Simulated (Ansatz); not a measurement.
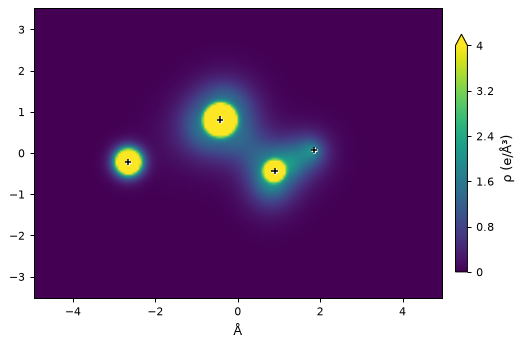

The electron density on a plane through atoms (crosses mark nuclei in the plane).

All numbers below come from RKS PBE0-D4/def2-TZVPPD (Ansatz).

Candidates:
A. HF···C$_{2}$H$_{2}$ (SMILES F.C#C)
B. CH$_{4}$LiS (charge +1)

Which system is this?

Candidate B: CH$_{4}$LiS on the plane of atoms Li1, S3 and C2, which holds Li, C, S and H. C–S (1.81 Å): ρ at the midpoint is about 1.2 e/Å³. Li–S (2.47 Å): ρ at the midpoint is about 0.35 e/Å³.
